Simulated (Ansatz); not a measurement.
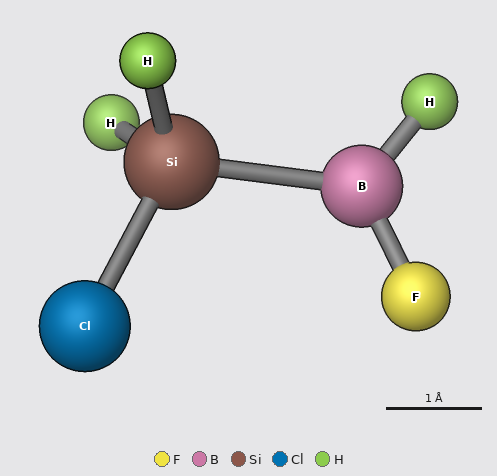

Figure 1. The input geometry (ball-and-stick view, seen at a tilt).

**Single-point calculation, with input and output: BSiH3ClF**

BSiH3ClF, computed with RKS PBE0-D4/def2-TZVPP (Ansatz 0.2.0).

The geometry comes from this level: PBE0-D4/def2-TZVP.

Input file
```yaml
crystal:
  periodic: [false, false, false]
  atoms:
    - {symbol: F, position_ang: [-1.076389, -1.882414, -0.182574]}
    - {symbol: B, position_ang: [-0.054231, -1.203015, 0.293258]}
    - {symbol: Si, position_ang: [0.170335, 0.774618, -0.124266]}
    - {symbol: Cl, position_ang: [-1.343737, 1.478429, -1.329276]}
    - {symbol: H, position_ang: [0.728687, -1.807160, 0.979013]}
    - {symbol: H, position_ang: [0.171223, 1.565025, 1.135269]}
    - {symbol: H, position_ang: [1.465413, 1.006517, -0.817124]}
basis:
  gaussian: {orbitals: def2-TZVPP}
hamiltonian: {xc: pbe0, dispersion: d4}
output: {orbitals: {seedname: orbitals}}
```

Run on 2 threads of Arm Neoverse V2, 23 GiB of memory available, shared host.

Launched with:
```bash
ansatz run in.yaml --threads 2 --pin off --events-out ev --progress --plain --max-ram 4352MiB
```

Log
```
Functional definition: PBE0
  name "PBE0"
  cite "Adamo & Barone, J. Chem. Phys. 110, 6158 (1999) doi:10.1063/1.478522"
  cite "Perdew, Burke & Ernzerhof, Phys. Rev. Lett. 77, 3865 (1996) doi:10.1103/PhysRevLett.77.3865"
  parent pbe
  parameter a = 0.25
  parameter kappa = 0.804
  parameter beta = 0.06672455060314922
  exchange = (1 - a)*pbe_x(kappa = kappa, mu = beta*pi^2/3) + a*exact_x
  correlation = pbe_c(beta = beta)
1118 factors; their error is unknown
mean field evaluation 1: about -23834.1872 eV, gradient 2.6e1 eV
mean field evaluation 2: about -23833.6856 eV, gradient 3.5e1 eV
mean field evaluation 4: about -23835.3363 eV, gradient 9.4e-1 eV
mean field evaluation 8: about -23835.3963 eV, gradient 2.5e-1 eV
mean field -23835.39638319 eV, -875.9346608704 hartree, gradient 6.6e-5 eV, S^2 0.000000; 0 other end points of the search recorded, 0 dependent functions left out
reference -23835.39641447 eV, -875.9346620196 hartree; 24, 24 occupied and 164, 164 virtual orbitals, 1118 factors
Total energy: -23835.51402102 eV, -875.9389839808 hartree
```

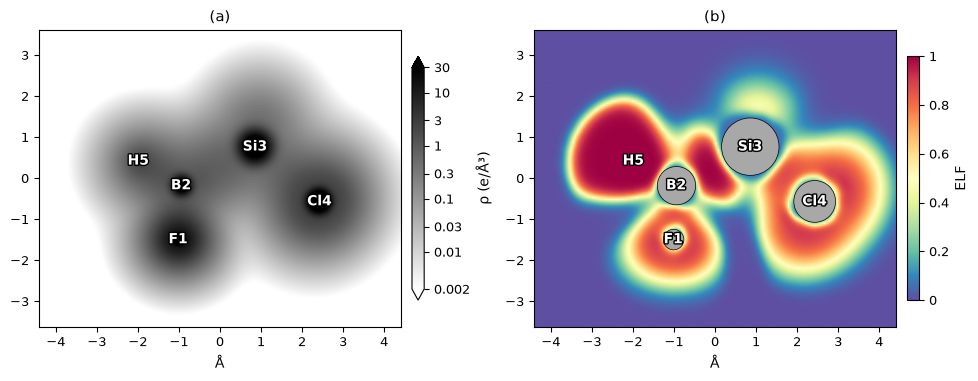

Figure 2. (a) electron density; (b) ELF on the plane of atoms Si3, B2 and H5. Grey discs, where drawn, cover atomic cores. Atoms in the plane: F, B, Si, Cl and H. Si–Cl (2.06 Å): ρ at the midpoint is about 0.89 e/Å³; the ELF peaks at about 0.85 between the atoms (a polar covalent bond). B–H (1.20 Å): ρ is about 1.3 e/Å³ halfway; the ELF climbs to about 1 towards the hydrogen, as it does in any bond to H; a covalent bond by its length.

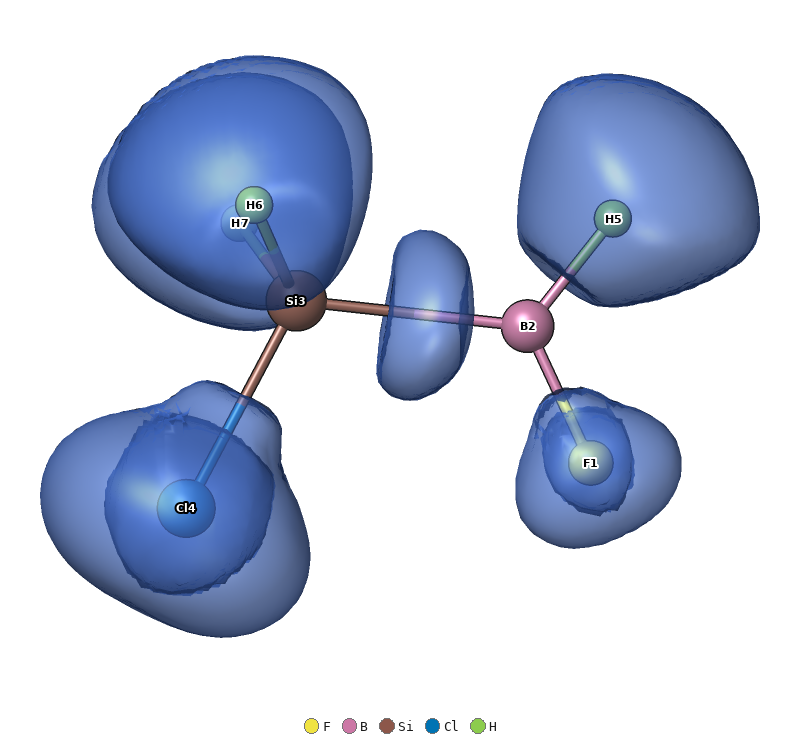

Figure 3. Isosurface of the ELF at 0.8 (blue), seen face on. Only the valence region is drawn (cores and ρ < 0.01 e/Å³ removed). Along the contacts the grid gives the following. B–F (1.32 Å): the ELF peaks at about 0.85 between the atoms (a polar covalent bond).

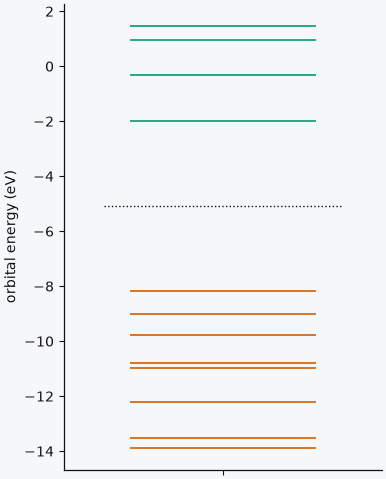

Figure 4. Orbital energies near the frontier; the dotted line parts filled from empty levels, and levels within 0.02 eV of each other stand side by side. Highest filled −8.18 eV, lowest empty −2.00 eV, 6.18 eV apart.

Summary

- outcome: converged
- total energy: −23835.5140 eV
- mean-field energy: −23835.3964 eV
- dispersion energy: −0.1176 eV
- SCF solution under orbital rotations: stable
- HOMO: −8.18 eV
- LUMO: −2.00 eV
- wall time: 3.1 s (CPU time 5.4 s)
- peak memory: 0.36 GiB
